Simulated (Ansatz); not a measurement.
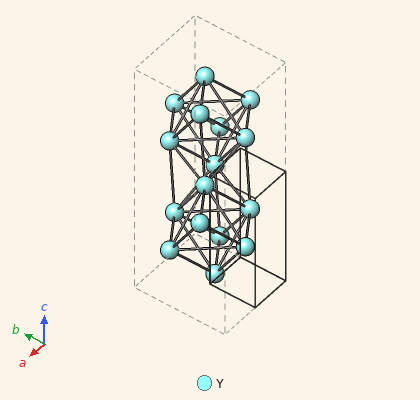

Y, space group P6_3/mmc (No. 194), a = 3.657 Å, b = 3.657 Å, c = 5.675 Å, α = 90.00°, β = 90.00°, γ = 120.00°. Source: the end point of a relaxation with DFT PBE, scalar-relativistic, plane waves, PAW (Ansatz 0.2.0). Forms under 0.4 % of the area are left out.

Q: Which faces does the BFDH rule predict for this crystal?

A: The forms computed, by share of the surface:

```tsv
form	faces	d (Å)	share of area (%)
{100}	6	3.167	41.8
{101}	12	2.766	40.4
{002}	2	2.837	17.8
```

The crystal is roughly equant (blocky). Widths along a, b and c stand as 1.00 : 1.00 : 0.97.

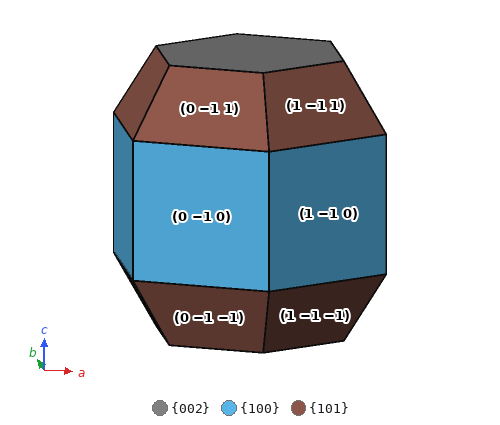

The computed shape, faces indexed. The rule is geometric and ignores bonding and growth conditions.
